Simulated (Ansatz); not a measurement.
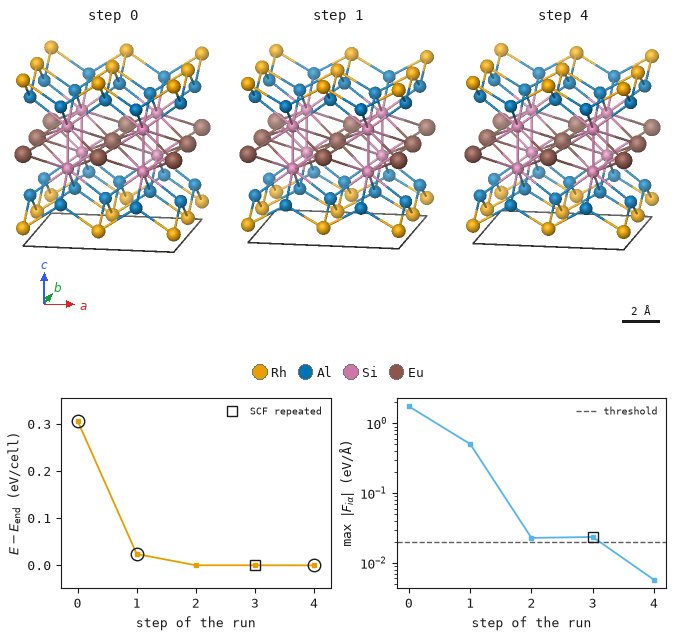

Frames of a relaxation of a slab of composition EuAl$_{4}$Si$_{2}$Rh$_{2}$ (cut from the P4/mmm phase), marked on the history of the run. Style: ball-and-stick. Shown: the 2 × 2 repeat of the cell, outlined in the plane, without the vacuum, slightly off an axis.

The slab is the (0 0 1) face of EuAl4Si2Rh.

Method: DFT PBE+U, scalar-relativistic, plane waves, PAW in Ansatz 0.2.0.

Input file:
```yaml
crystal:
  lattice:
    - [4.1994409099, 0.0, 0.0]
    - [0.0, 4.1994409099, 0.0]
    - [0.0, 0.0, 23.3023882536]
  atoms:
    - { symbol: Rh, position: [0.0, 0.0, 0.3218554218] }
    - { symbol: Al, position: [0.0, 0.5, 0.3817567379] }
    - { symbol: Al, position: [0.5, 0.0, 0.3817567379] }
    - { symbol: Si, position: [0.5, 0.5, 0.4490816817] }
    - { symbol: Eu, position: [0.0, 0.0, 0.5], spin: 7.57 }
    - { symbol: Si, position: [0.5, 0.5, 0.5509183183] }
    - { symbol: Al, position: [0.0, 0.5, 0.6182432621] }
    - { symbol: Al, position: [0.5, 0.0, 0.6182432621] }
    - { symbol: Rh, position: [0.0, 0.0, 0.6781445782] }
basis:
  ecutwfc: 420
kpoints:
  mp_grid: { grid: [6, 6, 1] }
hamiltonian:
  xc: pbe
  hubbard: { sites: [{ species: Eu, l: f, u_eff: 6.0 }] }
scf:
  occupations: { method: gaussian, width: 0.1 }
  lower_state_search: "off"
output:
  forces: true
  eigenvalues: true
  populations: true
  write_density: true
  write_potential: true
  elf: true
  volumetric_format: npy
magnetization:
  spin_polarized: true
relax:
  adjacent_minimum: "off"
  f_tol: 0.02
  max_steps: 60
efield:
  axis: 3
  dipole_correction: true
  ramp_width: 0.04
checkpoint:
  read: start.run
  write: ck
  compress: false
  write_wavefunctions: false
  write_every: 100000
```

Command:
```bash
ansatz run input.yaml --threads 2 --pin off --max-ram 5632MiB --backend cpu --events-out ev --progress --plain --runs-dir out
```

Question: Describe the path.

Answer: The largest moves relative to the layer's centre, 0.14 Å, are those of Rh1 and Rh9. Rh1 goes along the normal (+c). By element the largest moves are Rh 0.14 Å, Al 0.03 Å. Si and Eu stay in place. The lattice vectors keep their values. Some distances before and after: Al7–Rh9 2.521 → 2.431 Å, Al2–Si4 2.621 → 2.639 Å, Si4–Si6 2.373 → 2.377 Å. Bond angles that change, for instance: Al2–Rh1–Al2 112.8° → 119.5°, Rh9–Al8–Rh9 112.8° → 119.5°, Al2–Rh1–Al3 72.2° → 75.3°. The energy falls by 0.307 eV per cell of the calculation in 3 accepted moves (4 points after the start). Largest force component: 1.7 eV/Å at the start, 0.0057 eV/Å at the end. 1 step only repeated the SCF at the same geometry. Cost: 81 s on 2 threads of Intel(R) Xeon(R) Platinum 8488C (Sapphire Rapids) (shared host), peak memory 0.97 GiB. From step 0 to 1: Rh atoms move most (0.19 Å), energy −0.283 eV per cell of the calculation. From step 1 to 4: Rh atoms move most (0.05 Å), energy −24.0 meV per cell of the calculation.

```
step  E − E(0), meV/atom  largest force component, eV/Å                         note
   0                0.00                         1.7494                             
   1              -31.42                         0.5060                             
   2              -34.07                         0.0229                             
   3              -34.07                         0.0236  same geometry, SCF repeated
   4              -34.09                         0.0057
```
